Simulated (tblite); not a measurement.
Run report: C6H7Ge, geometry relaxation

C6H7Ge, multiplicity 2, computed with GFN2-xTB geometry optimisation, gas phase (tblite 0.8.0).

It belongs to a series of runs on one base structure; here: H removed from sp3 C.

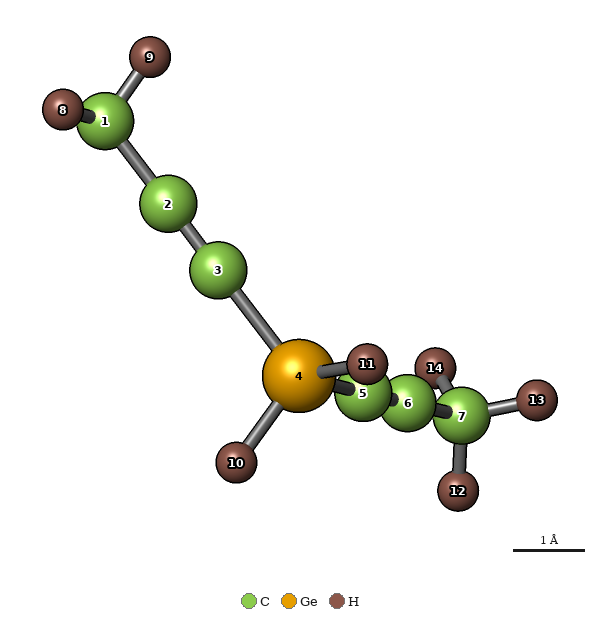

Figure 1. The input geometry (ball-and-stick view, seen at a tilt; atoms are numbered from 1 in the order of the input). Sticks mark near contacts. Bond lengths as drawn: C–C 1.20 to 1.49 Å, C–Ge 1.87 to 1.91 Å, C–H 1.09 to 1.13 Å and Ge–H 1.55 to 1.57 Å.

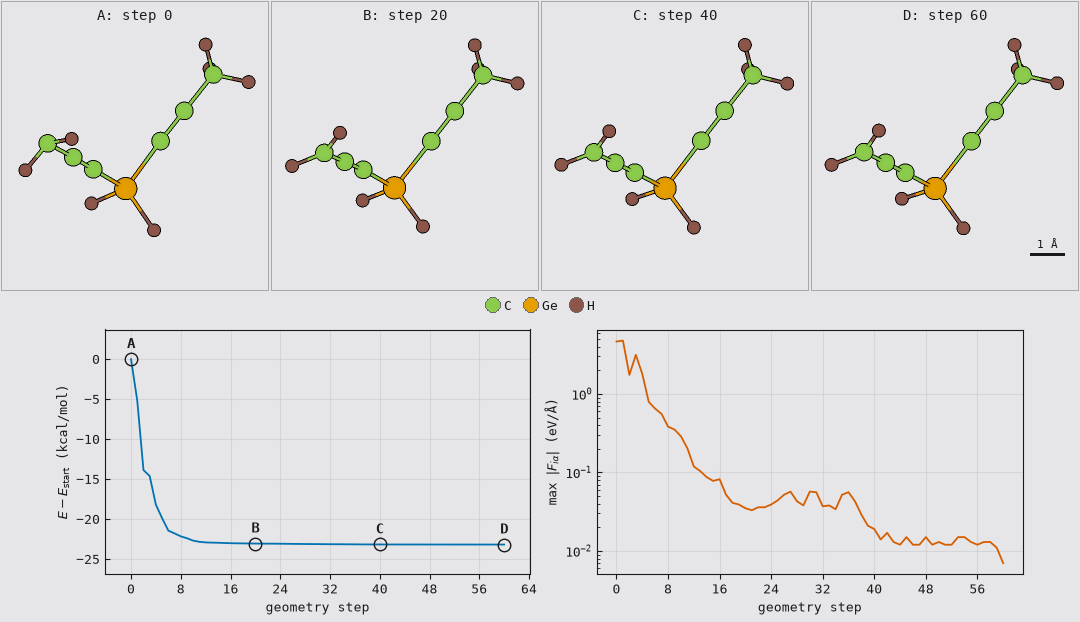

Figure 2. Frames of the relaxation (ball-and-stick view, seen at a tilt) above the curves, on which the letters mark them (steps are counted from 0).

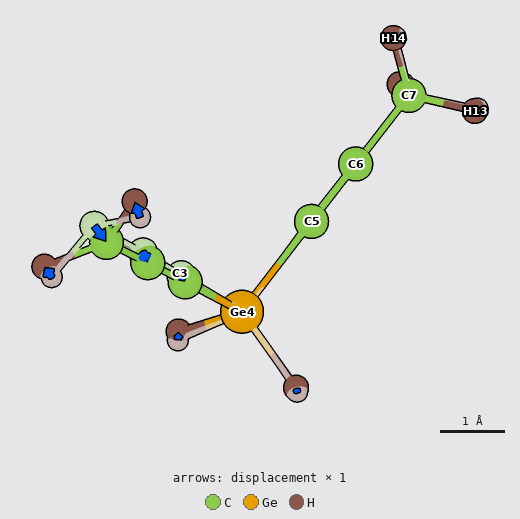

Figure 3. Start (faint) and end (solid) with the displacements as blue arrows, at true length (ball-and-stick view, seen at a tilt). The two geometries are laid on each other by the best rigid fit. The energy falls by 23.2 kcal/mol in 60 geometry steps. Largest force component: 4.7 eV/Å at the start, 0.007 eV/Å at the end. C1 moves most after the best rigid fit: 0.33 Å. Largest moves by element: C 0.33 Å, H 0.28 Å, Ge 0.02 Å. Among the contacts that change: C1–C2 1.492 → 1.345 Å, Ge4–H10 1.570 → 1.500 Å, Ge4–H11 1.555 → 1.501 Å, C1–H8 1.118 → 1.076 Å. Among the angles that change: H8–C1–H9 103.7° → 118.4°, C2–C1–H9 107.7° → 120.9°, C2–C1–H8 111.6° → 120.7°. (Atoms are counted from 1 in the order of the input.)

The input that produced these results follows, with the program's output.

### Input
```
{"job": {"kind": "relax", "xc": "GFN2-xTB", "basis": "xTB"}, "charge": 0, "multiplicity": 2}
C      3.957300     0.593200     1.255600
C      2.719100    -0.100200     0.795300
C      1.742200    -0.679800     0.420700
Ge     0.183800    -1.597900    -0.193200
C     -1.276200    -0.445400     0.034100
C     -2.226600     0.306900     0.140000
C     -3.384700     1.216000     0.260700
H      4.854600    -0.069200     1.176200
H      4.173000     1.420100     0.533800
H      0.038000    -2.912200     0.653500
H      0.321500    -2.075000    -1.666600
H     -4.238300     0.699800     0.783200
H     -3.777400     1.522000    -0.727000
H     -3.087100     2.121100     0.791800
```

The first line tells a small driver script what to run in tblite; the rest is the geometry in Å.

Command:
```bash
OMP_NUM_THREADS=1 python <driver script> task.json out
```

### What the program printed
```
step      E/eV     max force
  0    -492.40647    5.718
  1    -492.63112    5.914
  2    -493.00758    2.213
  3    -493.04025    4.041
  4    -493.19568    2.157
  5    -493.26861    1.032
  6    -493.33591    0.811
  7    -493.35107    0.584
  8    -493.36697    0.500
  9    -493.37739    0.462
 10    -493.39037    0.324
 11    -493.39673    0.222
 12    -493.39992    0.132
 13    -493.40100    0.111
 14    -493.40177    0.099
 15    -493.40305    0.095
 16    -493.40406    0.108
 17    -493.40477    0.065
 18    -493.40524    0.052
 19    -493.40566    0.048
 20    -493.40604    0.045
 21    -493.40635    0.048
 22    -493.40658    0.049
 23    -493.40680    0.045
 24    -493.40708    0.046
 25    -493.40745    0.053
 26    -493.40788    0.062
 27    -493.40827    0.063
 28    -493.40857    0.052
 29    -493.40881    0.039
 30    -493.40906    0.067
 31    -493.40934    0.075
 32    -493.40959    0.051
 33    -493.40977    0.042
 34    -493.40991    0.037
 35    -493.41009    0.061
 36    -493.41034    0.075
 37    -493.41063    0.061
 38    -493.41083    0.030
 39    -493.41094    0.028
 40    -493.41099    0.023
 41    -493.41104    0.017
 42    -493.41108    0.017
 43    -493.41111    0.014
 44    -493.41114    0.015
 45    -493.41116    0.016
 46    -493.41118    0.013
 47    -493.41120    0.014
 48    -493.41123    0.016
 49    -493.41126    0.013
 50    -493.41128    0.014
 51    -493.41130    0.014
 52    -493.41132    0.014
 53    -493.41135    0.018
 54    -493.41138    0.019
 55    -493.41140    0.015
 56    -493.41142    0.013
 57    -493.41145    0.017
 58    -493.41147    0.018
 59    -493.41150    0.013
 60    -493.41151    0.008
```

### Trajectory as extended XYZ (Å, eV, eV/Å), 8 of the 61 frames kept, from step=0 to step=60
```
14
Properties=species:S:1:pos:R:3:forces:R:3 step=0 energy=-492.40647
C     3.9573    0.5932    1.2556   -1.4180  -1.8490  -3.6960
C     2.7191   -0.1002    0.7953    4.6540   2.5760   2.0970
C     1.7422   -0.6798    0.4207   -2.0260  -1.1820  -0.7470
Ge    0.1838   -1.5979   -0.1932    0.4710  -1.0120  -0.0310
C    -1.2762   -0.4454    0.0341   -1.1770   0.8340   0.0650
C    -2.2266    0.3069    0.1400   -0.1390   0.0200  -0.1190
C    -3.3847    1.2160    0.2607   -0.2160  -0.7610  -0.1080
H     4.8546   -0.0692    1.1762   -0.9200   0.3420   0.9520
H     4.1730    1.4201    0.5338   -0.4780  -0.0560   1.2240
H     0.0380   -2.9122    0.6535    0.0120   0.6970  -0.3250
H     0.3215   -2.0750   -1.6666   -0.0160   0.3570   0.5590
H    -4.2383    0.6998    0.7832    0.9350   0.4710  -0.2810
H    -3.7774    1.5220   -0.7270    0.4020  -0.2570   0.3070
H    -3.0871    2.1211    0.7918   -0.0830  -0.1810   0.1010
14
Properties=species:S:1:pos:R:3:forces:R:3 step=9 energy=-493.37739
C     3.9731    0.4722    0.9156   -0.1100   0.0160   0.1650
C     2.7738   -0.1177    0.7510    0.2600   0.0400  -0.3040
C     1.7232   -0.6854    0.4529   -0.2790  -0.1350  -0.0720
Ge    0.1815   -1.5928   -0.1612    0.1900  -0.0280   0.1270
C    -1.3066   -0.4478    0.0178    0.1720  -0.1780  -0.0270
C    -2.2411    0.3020    0.1231   -0.3520   0.2930   0.0640
C    -3.3726    1.1971    0.2526   -0.0190   0.0250   0.0160
H     4.7970   -0.0780    1.3330    0.0370   0.0400   0.0130
H     4.1121    1.5076    0.6575    0.0290  -0.0210   0.0360
H     0.0274   -2.8432    0.6445   -0.0870  -0.0250   0.1080
H     0.3337   -2.0044   -1.5935    0.0500   0.0860  -0.0830
H    -4.1830    0.7046    0.7931    0.0410  -0.0190  -0.0510
H    -3.7318    1.4916   -0.7359    0.0300  -0.0280   0.0700
H    -3.0875    2.0938    0.8073    0.0390  -0.0660  -0.0610
14
Properties=species:S:1:pos:R:3:forces:R:3 step=17 energy=-493.40477
C     3.9678    0.4771    0.9256    0.0170  -0.0120  -0.0100
C     2.8005   -0.1384    0.6630    0.0100   0.0520  -0.0040
C     1.7250   -0.6944    0.4302    0.0360  -0.0310  -0.0380
Ge    0.1807   -1.6063   -0.1475    0.0080   0.0350   0.0100
C    -1.3117   -0.4585    0.0214   -0.0170   0.0140   0.0120
C    -2.2443    0.2983    0.1281   -0.0430   0.0480  -0.0030
C    -3.3720    1.1966    0.2534   -0.0240   0.0030   0.0080
H     4.7908   -0.0685    1.3528   -0.0010   0.0140   0.0160
H     4.1152    1.5158    0.6843   -0.0250  -0.0260   0.0220
H    -0.0083   -2.8409    0.6793   -0.0150  -0.0070   0.0080
H     0.3534   -1.9676   -1.5937   -0.0080  -0.0310  -0.0190
H    -4.1828    0.7029    0.7891    0.0010  -0.0110   0.0090
H    -3.7331    1.4912   -0.7325    0.0360  -0.0170   0.0040
H    -3.0819    2.0920    0.8043    0.0250  -0.0300  -0.0150
14
Properties=species:S:1:pos:R:3:forces:R:3 step=26 energy=-493.40788
C     3.9715    0.4814    0.9319    0.0040  -0.0050  -0.0220
C     2.8100   -0.1354    0.6450    0.0140  -0.0120   0.0040
C     1.7523   -0.7153    0.3891   -0.0030   0.0180  -0.0050
Ge    0.1786   -1.6024   -0.1522    0.0430   0.0350   0.0180
C    -1.3083   -0.4485    0.0295    0.0010   0.0180  -0.0130
C    -2.2501    0.2973    0.1324    0.0130   0.0010  -0.0030
C    -3.3771    1.1950    0.2557    0.0070  -0.0030   0.0010
H     4.7918   -0.0620    1.3691   -0.0330   0.0230   0.0000
H     4.1132    1.5240    0.7041   -0.0110  -0.0260   0.0250
H    -0.0242   -2.8262    0.6838    0.0030  -0.0340   0.0380
H     0.3367   -1.9880   -1.5920   -0.0270  -0.0200  -0.0520
H    -4.1899    0.7042    0.7914    0.0110   0.0120  -0.0040
H    -3.7294    1.4874   -0.7339    0.0020  -0.0020   0.0180
H    -3.0760    2.0880    0.8040   -0.0240  -0.0050  -0.0050
14
Properties=species:S:1:pos:R:3:forces:R:3 step=34 energy=-493.40991
C     3.9742    0.4826    0.9346   -0.0200  -0.0060   0.0050
C     2.8217   -0.1419    0.6285   -0.0060  -0.0060   0.0030
C     1.7676   -0.7203    0.3547   -0.0070  -0.0060  -0.0240
Ge    0.1825   -1.6048   -0.1617    0.0010   0.0330   0.0130
C    -1.2921   -0.4315    0.0250   -0.0160  -0.0060   0.0000
C    -2.2442    0.3006    0.1358    0.0080   0.0090  -0.0030
C    -3.3766    1.1933    0.2585    0.0150   0.0020  -0.0030
H     4.7894   -0.0535    1.3887   -0.0170   0.0090  -0.0100
H     4.1039    1.5310    0.7290   -0.0030  -0.0180   0.0060
H    -0.0228   -2.8156    0.6997    0.0140   0.0110   0.0040
H     0.2978   -2.0174   -1.6022    0.0020   0.0010   0.0100
H    -4.1911    0.7039    0.7934    0.0340  -0.0130  -0.0090
H    -3.7283    1.4838   -0.7317    0.0010  -0.0050   0.0090
H    -3.0827    2.0893    0.8055   -0.0040  -0.0040   0.0010
14
Properties=species:S:1:pos:R:3:forces:R:3 step=43 energy=-493.41111
C     3.9672    0.4818    0.9418   -0.0030  -0.0020   0.0000
C     2.8235   -0.1478    0.6168   -0.0060   0.0110  -0.0050
C     1.7754   -0.7225    0.3159   -0.0050  -0.0020   0.0000
Ge    0.1818   -1.6044   -0.1675   -0.0070   0.0060   0.0010
C    -1.2865   -0.4267    0.0224   -0.0010   0.0020   0.0010
C    -2.2320    0.3133    0.1335   -0.0010  -0.0010  -0.0030
C    -3.3712    1.1955    0.2595    0.0080  -0.0040  -0.0010
H     4.7810   -0.0518    1.3999    0.0010  -0.0010   0.0010
H     4.0903    1.5325    0.7474    0.0030   0.0010   0.0050
H    -0.0102   -2.7997    0.7168    0.0030  -0.0050   0.0030
H     0.2723   -2.0363   -1.6025    0.0070  -0.0100  -0.0050
H    -4.1754    0.6901    0.7948    0.0070   0.0100  -0.0050
H    -3.7285    1.4821   -0.7298   -0.0030   0.0030   0.0130
H    -3.0885    2.0935    0.8089   -0.0030  -0.0070  -0.0040
14
Properties=species:S:1:pos:R:3:forces:R:3 step=51 energy=-493.41130
C     3.9638    0.4829    0.9420   -0.0010   0.0050   0.0030
C     2.8194   -0.1426    0.6116    0.0060  -0.0020   0.0040
C     1.7741   -0.7219    0.3098   -0.0020   0.0050  -0.0030
Ge    0.1815   -1.6069   -0.1698   -0.0050   0.0050   0.0030
C    -1.2856   -0.4273    0.0214   -0.0070  -0.0010  -0.0120
C    -2.2302    0.3143    0.1297   -0.0030   0.0010   0.0010
C    -3.3690    1.1967    0.2598    0.0030  -0.0030   0.0020
H     4.7751   -0.0543    1.4005   -0.0020  -0.0060  -0.0020
H     4.0905    1.5344    0.7550   -0.0010   0.0070  -0.0010
H    -0.0052   -2.7988    0.7202   -0.0030  -0.0040   0.0030
H     0.2740   -2.0474   -1.6025   -0.0020  -0.0020  -0.0010
H    -4.1715    0.6903    0.7964    0.0030   0.0040   0.0000
H    -3.7313    1.4861   -0.7268    0.0080  -0.0020   0.0060
H    -3.0861    2.0938    0.8104    0.0050  -0.0070  -0.0030
14
Properties=species:S:1:pos:R:3:forces:R:3 step=60 energy=-493.41151
C     3.9589    0.4866    0.9443   -0.0010   0.0010  -0.0010
C     2.8144   -0.1354    0.6076    0.0020  -0.0070   0.0040
C     1.7709   -0.7154    0.3008   -0.0050  -0.0020   0.0010
Ge    0.1815   -1.6100   -0.1721   -0.0040  -0.0010  -0.0060
C    -1.2886   -0.4332    0.0079   -0.0020  -0.0010   0.0050
C    -2.2298    0.3111    0.1257   -0.0040   0.0020   0.0000
C    -3.3644    1.1975    0.2621    0.0000   0.0010   0.0000
H     4.7674   -0.0582    1.3990    0.0010   0.0060  -0.0020
H     4.0887    1.5392    0.7656   -0.0010   0.0020   0.0020
H    -0.0030   -2.7971    0.7256    0.0010   0.0040   0.0040
H     0.2744   -2.0625   -1.6006    0.0030  -0.0020  -0.0070
H    -4.1670    0.6941    0.8011    0.0020   0.0000   0.0000
H    -3.7289    1.4905   -0.7224    0.0020   0.0000   0.0010
H    -3.0751    2.0922    0.8132    0.0060  -0.0030  -0.0010
```

### Key numbers

| quantity | value |
| --- | --- |
| outcome | converged |
| total energy | −493.4115 eV |
| hardware | 1 CPU thread, shared host |
| wall time | 0.52 s |
| peak memory | 0.18 GiB |
